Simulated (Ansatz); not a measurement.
## Response to strain in ZnO

The reference is ZnO in the wurtzite structure (space group P6_3mc, No. 186; a = 3.187 Å, c = 5.153 Å). Axes: x lies along a and z along c of the hexagonal cell.

Strains are applied to the cell and any free atomic positions relax; under biaxial strain the out-of-plane vector relaxes too.

Level of theory: Ansatz (an electronic-structure program), LDA, PAW, cutoff 420 eV, no spin-orbit coupling.

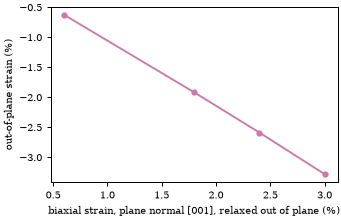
Out-of-plane strain against biaxial strain, plane normal [001], relaxed out of plane

**Question.** From the plot, what is the out-of-plane strain for biaxial strain +1.80 %, plane normal [001], relaxed out of plane?

**Answer.** About -1.9 %.

**Question.** Is the trend monotonic over the range shown?

**Answer.** Yes, it falls throughout, spanning -3.28 % to -0.62 %.

No phonon test of stability was made.
